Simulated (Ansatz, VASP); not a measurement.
## Cross-check of P (black phosphorene) between VASP and Ansatz

One calculation is typed for both programs; each brings its own data sets. How far apart do they land? Of the first pair: The structure shown is the end of the VASP relaxation below. Valence electrons are named where the data sets of a main pair hold unlike numbers.

Calculated with Ansatz 0.2.0; plane waves, with VASP 6.6.1 beside it; single point at PBE with D3(BJ) and band structure at PBE with D3(BJ), spin-orbit coupling.

**1. Set-up**

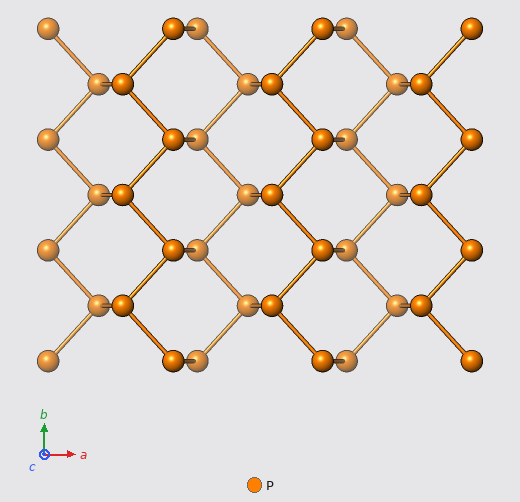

The cell as given, from above (phosphorus orange). 3×3×1 cells are drawn. Some periodic images of atoms are drawn too.

The cell holds 4 atoms: 4 P. Its edges and angles: a = 4.391 Å, b = 3.259 Å, c = 22.000 Å, α = 90.0°, β = 90.0°, γ = 90.0°. Vacuum lies along c.

Structure file:

```
P
1.0
     4.39053    0.00000    0.00000
     0.00000    3.25858    0.00000
     0.00000    0.00000   22.00000
P
4
Direct
  0.08058 0.00000 0.45170
  0.41942 0.50000 0.45170
  0.58058 0.50000 0.54830
  0.91942 0.00000 0.54830
```

**2. VASP: relaxation, PBE with D3(BJ)**

This run makes the geometry at which the two programs are then compared.

Lines of VASP's logs that name or quote its potential files are left out, and so is its time.

The input, INCAR:

```
SYSTEM = P
PREC = Normal
ENCUT = 350
EDIFF = 1E-06
NELM = 120
ISMEAR = 0
SIGMA = 0.03
LREAL = .FALSE.
ALGO = Fast
GGA = PE
IVDW = 12
NBANDS = 16
LORBIT = 11
LWAVE = .FALSE.
LCHARG = .FALSE.
KPAR = 4
IBRION = 2
NSW = 30
ISIF = 2
EDIFFG = -0.015
POTIM = 0.4
MAXMIX = 40
IDIPOL = 3
LDIPOL = .TRUE.
DIPOL = 0.5 0.5 0.5
```

The input, POSCAR:

```
P
1.0
    4.3905332440      0.0000000000      0.0000000000
    0.0000000000      3.2585849318      0.0000000000
    0.0000000000      0.0000000000     22.0000000000
P
4
Direct
    0.0826895819      0.0000000000      0.4518833794
    0.4173104181      0.5000000000      0.4518833794
    0.5826895819      0.5000000000      0.5481166206
    0.9173104181      0.0000000000      0.5481166206
```

The input, KPOINTS:

```
Automatic mesh
0
Gamma
7 9 1
0 0 0
```

Potentials, in the order of the species: P (PBE family, release 64).

Launch:

```console
$ mpirun -np 4 vasp_std
```

Numbers of over 12 decimals in the logs are rounded to 6 here.

The log of the run:

```text
[banner, memory and clock lines left out]
running    4 mpi-ranks, on    1 nodes
 distrk:  each k-point on    1 cores,    4 groups
 distr:  one band on    1 cores,    1 groups

 POSCAR found type information on POSCAR P
 POSCAR found :  1 types and       4 ions
 LDA part: xc-table for (Slater+PW92), standard interpolation
 POSCAR, INCAR and KPOINTS ok, starting setup
 FFT: planning ... GRIDC
 FFT: planning ... GRID_SOFT
 FFT: planning ... GRID
 WAVECAR not read
 entering main loop
       N       E                     dE             d eps       ncg     rms          rms(c)
DAV:   1     0.117996909722E+03    0.11800E+03   -0.53164E+03   640   0.644E+02
DAV:   2    -0.843652930715E+01   -0.12643E+03   -0.12048E+03   936   0.148E+02
DAV:   3    -0.213703358653E+02   -0.12934E+02   -0.12882E+02   880   0.572E+01
DAV:   4    -0.216333658624E+02   -0.26303E+00   -0.26260E+00   992   0.101E+01
DAV:   5    -0.216383960410E+02   -0.50302E-02   -0.50294E-02   968   0.122E+00    0.108E+01
RMM:   6    -0.214713938319E+02    0.16700E+00   -0.95962E-02   640   0.149E+00    0.645E+00
RMM:   7    -0.213941463390E+02    0.77247E-01   -0.23216E-01   640   0.233E+00    0.312E-01
RMM:   8    -0.213919849394E+02    0.21614E-02   -0.20366E-02   646   0.934E-01    0.870E-02
RMM:   9    -0.213921338045E+02   -0.14887E-03   -0.41743E-03   689   0.401E-01    0.122E-01
RMM:  10    -0.213921714957E+02   -0.37691E-04   -0.73149E-04   728   0.161E-01    0.775E-02
RMM:  11    -0.213923442844E+02   -0.17279E-03   -0.72041E-04   648   0.116E-01    0.851E-02
RMM:  12    -0.213924269842E+02   -0.82700E-04   -0.16525E-04   709   0.604E-02    0.622E-02
RMM:  13    -0.213928551909E+02   -0.42821E-03   -0.10882E-04   640   0.452E-02    0.302E-02
RMM:  14    -0.213931586670E+02   -0.30348E-03   -0.99393E-05   639   0.377E-02    0.384E-02
RMM:  15    -0.213932514982E+02   -0.92831E-04   -0.17708E-05   616   0.213E-02    0.137E-02
RMM:  16    -0.213933242420E+02   -0.72744E-04   -0.46214E-06   504   0.107E-02    0.289E-03
RMM:  17    -0.213933878096E+02   -0.63568E-04   -0.32774E-06   493   0.775E-03    0.387E-03
RMM:  18    -0.213933930664E+02   -0.52568E-05   -0.86903E-07   446   0.388E-03    0.212E-03
RMM:  19    -0.213934007653E+02   -0.76989E-05   -0.38052E-07   406   0.256E-03    0.112E-03
RMM:  20    -0.213934013237E+02   -0.55847E-06   -0.83776E-08   305   0.160E-03
   1 F= -.22407728E+02 E0= -.22407728E+02  d E =-.224077E+02
[...]
2 F= -.22411485E+02 E0= -.22411485E+02  d E =-.375719E-02
[...]
3 F= -.22411595E+02 E0= -.22411595E+02  d E =-.386671E-02
 curvature:  -0.60 expect dE=-0.161E-03 dE for cont linesearch -0.185E-06
 trial: gam= 0.04817 g(F)=  0.267E-03 g(S)=  0.000E+00 ort =-0.447E-04 (trialstep = 0.104E+01)
 search vector abs. value=  0.278E-03
 bond charge predicted
       N       E                     dE             d eps       ncg     rms          rms(c)
DAV:   1    -0.213982646946E+02   -0.63067E-03   -0.76327E-03   672   0.456E-01    0.574E-02
RMM:   2    -0.213985370384E+02   -0.27234E-03   -0.10545E-03   644   0.163E-01    0.173E-01
RMM:   3    -0.213983695431E+02    0.16750E-03   -0.14100E-04   655   0.760E-02    0.887E-02
RMM:   4    -0.213982953928E+02    0.74150E-04   -0.34583E-04   641   0.765E-02    0.129E-02
RMM:   5    -0.213983099525E+02   -0.14560E-04   -0.92261E-05   679   0.497E-02    0.117E-02
RMM:   6    -0.213983139907E+02   -0.40382E-05   -0.17508E-05   668   0.235E-02    0.139E-02
RMM:   7    -0.213983103206E+02    0.36701E-05   -0.87511E-06   596   0.137E-02    0.111E-02
RMM:   8    -0.213983102737E+02    0.46904E-07   -0.42322E-06   556   0.919E-03
   4 F= -.22411769E+02 E0= -.22411769E+02  d E =-.174259E-03
 trial-energy change:   -0.000174  1 .order   -0.000180   -0.000276   -0.000084
 step:   1.7052(harm=  1.4998)  dis= 0.00279  next Energy=   -22.411795 (dE=-0.200E-03)
 reached required accuracy - stopping structural energy minimisation
```

OUTCAR, selected parts (step 2):

```text
ion  position               nearest neighbor table
   1  0.083  0.000  0.452-   2 2.19   2 2.19   4 2.24
   2  0.417  0.500  0.452-   1 2.19   1 2.19   3 2.24
   3  0.583  0.500  0.548-   4 2.19   4 2.19   2 2.24
   4  0.917  0.000  0.548-   3 2.19   3 2.19   1 2.24

  LATTYP: Found a simple orthorhombic cell.
 ALAT       =     3.2585849318
 B/A-ratio  =     1.3473741934
 C/A-ratio  =     6.7513968365

 Subroutine GETGRP returns: Found  8 space group operations
 (whereof  4 operations were pure point group operations)

The static configuration has the point symmetry C_2h.
 The point group associated with its full space group is D_2h.

 Found     20 irreducible k-points:

   k-points           NKPTS =     20   k-points in BZ     NKDIM =     20   number of bands    NBANDS=     16

   dimension x,y,z NGX =    20 NGY =   16 NGZ =  108
   dimension x,y,z NGXF=    40 NGYF=   32 NGZF=  216

   ENCUT  =  350.0 eV  25.72 Ry    5.07 a.u.   6.70  4.97 33.56*2*pi/ulx,y,z

   NELECT =      20.0000    total number of electrons

 k-points in reciprocal lattice and weights: Automatic mesh
   0.00000000  0.00000000  0.00000000       0.016
   0.14285714  0.00000000  0.00000000       0.032
   0.28571429  0.00000000  0.00000000       0.032
   0.42857143  0.00000000  0.00000000       0.032
   0.00000000  0.11111111  0.00000000       0.032
   0.14285714  0.11111111  0.00000000       0.063
   0.28571429  0.11111111  0.00000000       0.063
   0.42857143  0.11111111  0.00000000       0.063
   0.00000000  0.22222222  0.00000000       0.032
[...]
0.28571429  0.44444444  0.00000000       0.063
   0.42857143  0.44444444  0.00000000       0.063

 Edisp (eV)   -1.01396

 dipolmoment           0.000000      0.000000      0.000000 electrons x Angstroem

 average (electrostatic) potential at core
       1 -91.2197       2 -91.2197       3 -91.2197       4 -91.2197

 E-fermi :  -2.0442

 k-point     1 :       0.0000    0.0000    0.0000
  band No.  band energies     occupation
    ...
      6      -6.7283      2.00000
      7      -5.6283      2.00000
      8      -4.2335      2.00000
      9      -3.9074      2.00000
     10      -2.2210      2.00000
     11      -1.5911      0.00000
     12      -0.5569      0.00000
     13       0.6824      0.00000
     14       1.3968      0.00000
     15       2.0927      0.00000
    ...

 k-point     2 :       0.1429    0.0000    0.0000
  band No.  band energies     occupation
    ...
      6      -6.5148      2.00000
      7      -5.5393      2.00000
      8      -3.9648      2.00000
      9      -3.5972      2.00000
     10      -2.9739      2.00000
     11      -0.9478      0.00000
     12      -0.4658      0.00000
     13       0.4767      0.00000
     14       1.2288      0.00000
     15       2.2969      0.00000
    ...

 k-point     3 :       0.2857    0.0000    0.0000
  band No.  band energies     occupation
    ...
      6      -5.2855      2.00000
      7      -5.2798      2.00000
      8      -4.1588      2.00000
      9      -3.9957      2.00000
     10      -2.5916      2.00000
     11      -0.3461      0.00000
     12      -0.0149      0.00000
     13       0.0684      0.00000
     14       1.0129      0.00000
     15       2.4538      0.00000
    ...

 Edisp (eV)   -1.01346

  Total       0.47427     1.26302     0.01435     0.00000     0.00000    -0.00000
  in kB       2.41416     6.42912     0.07305     0.00000     0.00000    -0.00000
  external pressure =        2.97 kB  Pullay stress =        0.00 kB

  energy-cutoff  :      350.00
  volume of cell :      314.75
      direct lattice vectors                 reciprocal lattice vectors
     4.390533244  0.000000000  0.000000000     0.227762767  0.000000000  0.000000000
     0.000000000  3.258584932  0.000000000     0.000000000  0.306881674  0.000000000
     0.000000000  0.000000000 22.000000000     0.000000000  0.000000000  0.045454545

 POSITION                                       TOTAL-FORCE (eV/Angst)
 -----------------------------------------------------------------------------------
      0.35381      0.00000      9.93747         0.003207      0.000000     -0.012235
      1.84146      1.62929      9.93747        -0.003207      0.000000     -0.012235
      2.54908      1.62929     12.06253         0.003207      0.000000      0.012235
      4.03672      0.00000     12.06253        -0.003207      0.000000      0.012235
 -----------------------------------------------------------------------------------
    total drift:                               -0.000000     -0.000000      0.000000

  FREE ENERGIE OF THE ION-ELECTRON SYSTEM (eV)
  ---------------------------------------------------
  free  energy   TOTEN  =       -22.4117692527 eV

  energy  without entropy=      -22.4117692527  energy(sigma->0) =      -22.41176925

 reached required accuracy - stopping structural energy minimisation

 vacuum level on the upper side and lower side of the slab         2.637         2.637

 total charge
# of ion       s       p       d       tot
------------------------------------------
    1        1.080   1.394   0.000   2.474
    2        1.080   1.394   0.000   2.474
    3        1.080   1.394   0.000   2.474
    4        1.080   1.394   0.000   2.474
--------------------------------------------------
tot          4.322   5.576   0.000   9.897

[... 3 further parts left out ...]
```

CONTCAR:

```
P
   1.00000000000000
     4.3905332440000002    0.0000000000000000    0.0000000000000000
     0.0000000000000000    3.2585849318000002    0.0000000000000000
     0.0000000000000000    0.0000000000000000   22.0000000000000000
  P
     4
Direct
     0.0805848271247193    0.0000000000000000    0.4517032559292471
     0.4194151728752807    0.5000000000000000    0.4517032559292471
     0.5805848271247193    0.5000000000000000    0.5482967440707529
     0.9194151728752807    0.0000000000000000    0.5482967440707529
```

The gap is read on the k-mesh alone, so it is an upper bound where the band edges lie off the mesh. The run keeps the 8 symmetry operations of its start, so it cannot find a distortion of lower symmetry.

**3. Ansatz: single point, PBE with D3(BJ)**

Ansatz runs on its default PAW (the set named soft_2) files.

The same cell, functional, mesh and smearing now go to Ansatz, which takes its cutoff from its data sets.

The input, input.yaml:

```yaml
crystal:
  lattice:
    - [4.39053324, 0.0, 0.0]
    - [0.0, 3.25858493, 0.0]
    - [0.0, 0.0, 22.0]
  atoms:
    - { symbol: P, position: [0.08058483, 0.0, 0.45170326] }
    - { symbol: P, position: [0.41941517, 0.5, 0.45170326] }
    - { symbol: P, position: [0.58058483, 0.5, 0.54829674] }
    - { symbol: P, position: [0.91941517, 0.0, 0.54829674] }
hamiltonian:
  xc: pbe
  pseudopotentials: { kind: paw }
  dispersion: d3bj
kpoints:
  mp_grid: { grid: [7, 9, 1] }
scf:
  occupations: { method: gaussian, width: 0.03 }
  n_extra_bands: 5
efield:
  axis: 3
  dipole_correction: true
  ramp_width: 0.04
output:
  forces: true
  eigenvalues: true
```

Launch:

```console
$ ansatz run input.yaml --threads 2 --pin off --max-ram 4608MiB --backend cpu --events-out ev --progress --plain --runs-dir out
```

The log of the run:

```text
scf.n_extra_bands = 5 over 10 filled bands (N_el = 20.0): the run solves 15 bands
Engine: ansatz 0.2.0, aarch64-unknown-linux-gnu
Pseudopotentials: kind: paw
Pseudopotential: P, paw, valence charge 5, recommended cutoff 420 eV (normal), P.paw.azcp
Functional definition: PBE
  parameter kappa = 0.804
  parameter beta = 0.066725
  exchange = pbe_x(kappa = kappa, mu = beta*pi^2/3)
  correlation = pbe_c(beta = beta)
Crystal: 4 atoms, lattice volume = 314.752 Å³
Basis set: ecut = 420 eV, 6141 PW (Γ), exchange–correlation on 60×48×300 points (8 copies of the dense FFT grid, shifted against one another)
Bands: 15, of which v1, the nominal top of the filled ones, is band 10 counted from 1 (9 counted from 0)
Symmetry: 4 space group operations
k-points: 20 of 63
Non-local potential: P, projectors of the file, l = 0: 2, l = 1: 2, l = 2: 2
PAW form: soft (Blöchl's): semilocal exchange-correlation on the pseudo side does not see the compensation charge
PAW one-centre angular grid: P, 110 points (default); XC on 64 Gauss nodes
Initial density: superposition of atomic densities (neutral atoms: chi_scale 0, normalization atom), corrected by the library's trained network
Initial wavefunctions: pseudopotential atomic-orbital guess
Functional: x = pbe(κ = 0.804, μ = 0.219515), c = pbe(β = 0.066725)
SCF iter   1: F=—  HF=-3023.611166 eV  |F-HF|=—  |Δ(HF+E_count)|=         —  Δρ=1.37e-3  dr2=6.52e-3  ethr=1.77e-3  p=-0.000 e·Å  D=-3.93e-15 V/Å  ΔV_dip=0.00 eV  dr2_dipole=1.38e-10  V_vac-E_F(+/−)=4.44/4.44 eV  ⟨swp⟩=10.4  Hψ=2733  notcnv=0
efield: sawtooth ramp at fractional position 0.9800 (placed from the atoms, in the widest stretch of the axis that holds none; the zero of the levels goes with the place), width 0.0400; the density the first Hamiltonian is built on has a dipole p = -0.000 e·Å; the dipole correction subtracts the counter field D = -3.93e-15 V/Å, which shifts the + side's vacuum level by +0.00 eV against the − side's; the planar-averaged density in the ramp window peaks in size at 1.1e-6 e/Å³
preconditioner: auto → Resta (q_TF=auto, 1.723 Å⁻¹)  ε∞=2.0  [insulator: Δε(μ)=0.615 eV  Ē_g=9.299 eV  σ=0.030 eV  W_gap=1.00  n_scr=26 (ndim 8)  ℏωp=9.4 eV  f_vac=0.703  D(μ)=0.00/eV (n_scr^D=0)  ε∞_Penn≈2.0  vacuum switching on, ρ_ref=6.3e-3 e/Å³]
SCF iter   2: F=—  HF=-3023.611039 eV  |F-HF|=—  |Δ(HF+E_count)|=   1.28e-4  Δρ=6.22e-4  dr2=7.89e-4  ethr=3.26e-5  p=0.000 e·Å  D=3.22e-6 V/Å  ΔV_dip=-0.00 eV  dr2_dipole=1.93e-9  V_vac-E_F(+/−)=4.51/4.51 eV  ⟨swp⟩=2.7  Hψ=738  notcnv=0  defer=20
SCF iter   3: F=—  HF=-3023.611171 eV  |F-HF|=—  |Δ(HF+E_count)|=   1.32e-4  Δρ=2.15e-4  dr2=1.19e-4  ethr=3.94e-6  p=-0.000 e·Å  D=-1.40e-5 V/Å  ΔV_dip=0.00 eV  dr2_dipole=1.52e-8  V_vac-E_F(+/−)=4.54/4.54 eV  ⟨swp⟩=2.8  Hψ=459  notcnv=0  defer=20
SCF iter   4: F=—  HF=-3023.611226 eV  |F-HF|=—  |Δ(HF+E_count)|=   5.57e-5  Δρ=4.36e-5  dr2=5.38e-6  ethr=5.97e-7  p=0.000 e·Å  D=3.64e-5 V/Å  ΔV_dip=-0.00 eV  dr2_dipole=1.01e-7  V_vac-E_F(+/−)=4.56/4.56 eV  ⟨swp⟩=2.4  Hψ=475  notcnv=0  defer=20
SCF iter   5: F=—  HF=-3023.611242 eV  |F-HF|=—  |Δ(HF+E_count)|=   1.62e-5  Δρ=1.47e-5  dr2=2.55e-6  ethr=2.69e-8  p=-0.000 e·Å  D=-7.90e-5 V/Å  ΔV_dip=0.00 eV  dr2_dipole=4.87e-7  V_vac-E_F(+/−)=4.56/4.56 eV  ⟨swp⟩=2.3  Hψ=502  notcnv=0  defer=20
SCF iter   6: F=—  HF=-3023.611243 eV  |F-HF|=—  |Δ(HF+E_count)|=   1.53e-7  Δρ=1.01e-5  dr2=1.86e-6  ethr=1.28e-8  p=0.000 e·Å  D=7.13e-5 V/Å  ΔV_dip=-0.00 eV  dr2_dipole=3.84e-7  V_vac-E_F(+/−)=4.56/4.56 eV  ⟨swp⟩=2.0  Hψ=349  notcnv=0  defer=20
SCF iter   7: F=—  HF=-3023.611243 eV  |F-HF|=—  |Δ(HF+E_count)|=   7.57e-8  Δρ=3.45e-6  dr2=2.31e-7  ethr=9.30e-9  p=0.000 e·Å  D=2.45e-5 V/Å  ΔV_dip=-0.00 eV  dr2_dipole=4.80e-8  V_vac-E_F(+/−)=4.56/4.56 eV  ⟨swp⟩=1.9  Hψ=307  notcnv=0  defer=20
SCF iter   8: F=-3023.611243 eV  HF=-3023.611243 eV  |F-HF|=3.68e-9  |Δ(HF+E_count)|=  4.45e-10  Δρ=5.92e-7  dr2=5.25e-9  ethr=5.00e-10  p=0.000 e·Å  D=3.29e-6 V/Å  ΔV_dip=-0.00 eV  dr2_dipole=9.70e-10  V_vac-E_F(+/−)=4.56/4.56 eV  ⟨swp⟩=11.8  Hψ=1632  notcnv=0
SCF 1 converged in 8 iterations: F = -3023.611243 eV  dr2 = 5.25e-9
  greatest PAW one-centre occupation: 0.810 electrons in one spin orbital (limit 2), on the P atom at site 3 (counted from 0), in its partial waves of l = 0
SCF converged after 8 iterations
Free energy (F): -3023.611243 eV
Harris-Foulkes:  -3023.611243 eV  (|F-HF|=3.68e-9)
Internal energy: -3023.611243 eV  (E = F + TS)
E sigma→0 (E₀):  -3023.611243 eV
Fermi energy:    -1.658341 eV
Dipole field:    D = -0.000030 V/Å  (p = -0.000052 e·Å, saw-weighted, corrected)
Work function:   Φ+ = 4.5597 eV   Φ− = 4.5590 eV
Levels:          The Fermi level and band energies are counted from a zero that moves with the ramp; work functions are not
--- Per-component energies (eV) ---
  E_band       = -164.718766
  E_kinetic    = 281.562080
  E_local      = -6332.379475  (includes V_loc(G=0)·N_el)
  E_nonlocal   = 135.961916
  E_hartree    = 3011.318702
  E_xc         = -245.475168
  E_vxc        = -242.316663  (∫ρ·V_xc dr)
  E_paw        = -2277.411347  (= ΣΔE_a)
  E_vpaw       = -30.183766  (= ΣTr[D̂ρ^β])
  E_aug_tail   = 0.000013  (compensation charges beyond the density's cutoff)
  E_efield     = 0.000000  (sawtooth field / dipole correction)
  E_vefield    = 0.000000  (∫n·V_field dr)
  E_ewald      = 2403.825563
  E_disp       = -1.013525  (pairwise vdW)
  E_smearing   = -0.000000  (= −TS)
  E_closure    = 0.000000  (closes the sum)
  Σ components = -3023.611243   (vs F -3023.611243, Δ=0.00e0)
--- Forces (eV/Å), atoms counted from 1 ---
  atom   1  P     -0.03225027    -0.00000000    -0.04587741
  atom   2  P      0.03225027     0.00000000    -0.04587741
  atom   3  P     -0.03223437    -0.00000000     0.04588383
  atom   4  P      0.03223437     0.00000000     0.04588383
  max |Σ_I F_I| component: 1.28e-5 eV/Å
--- Band table (eV; the first three rows and the last of 20) ---
  k-point 0: bands = [... 6 lower, -5.3958, -3.9837, -3.6751, -1.9693, -1.3474, -0.3325, 0.8996, 1.6333, ... 1 higher]
  k-point 1: bands = [... 6 lower, -6.1674, -4.4316, -3.9010, -1.9943, -1.2004, 0.8126, 0.8586, 1.9687, ... 1 higher]
  k-point 2: bands = [... 6 lower, -6.2812, -4.9707, -3.7471, -2.2943, -0.7658, -0.4794, 1.7170, 2.0604, ... 1 higher]
  k-point 19: bands = [... 6 lower, -6.6344, -6.1960, -3.5163, -3.2779, 0.3714, 0.6928, 1.6004, 2.3040, ... 1 higher]
```

The job ended after 9.9 s (2 threads of Arm Neoverse N1, shared host; peak memory 0.42 GiB).

**4. Comparison**

Known differences besides the potentials themselves: the cutoff is 420 eV in Ansatz and 350 eV in VASP (PREC = Normal); VASP leaves aspherical gradient terms in its spheres out (LASPH is not set), Ansatz keeps them. Total energies have different zeros and are not compared.

Both answers:

| quantity | Ansatz | VASP | difference |
| --- | --- | --- | --- |
| gap on the k mesh (eV) | 0.622 | 0.630 | -0.008 |

At this near-relaxed geometry the largest component of a force difference is 35 meV/Å. A gap on the mesh is an upper bound, since the band edges may lie between its points. With vacuum in the cell, a pressure given here is an average over mostly empty space and none of the material.

**5. What the set-up changes**

Further runs change the set-up of one program: Ansatz's method, potentials or start, or VASP's data sets, cutoff or form of LDA. The table gives Ansatz less VASP for each quantity, since a change that brings one quantity closer may part another.

| run | r.m.s. force difference (meV/Å) | gap on the k mesh (eV) |
| --- | --- | --- |
| as above | 28 | -0.0080 |
| Ansatz's larger PAW set (cutoff 510 eV) | 26 | -0.0023 |
| norm-conserving potentials (cutoff 599 eV) | 34 | -0.0085 |

(Continued in part 2 of 2.)

[Lines on the potential files, build, host, timing and source positions are cut from VASP's logs without a mark.]

[Logs are printed without paths, hosts, clocks, repeated set-up lines and the standing remarks that a program may print on its own settings, such as how far it seeks lower states.]

[Hosts, paths, dates, database ids (printed as entryN), source tags and the programs' standing remarks are cut or masked in the printed files.]
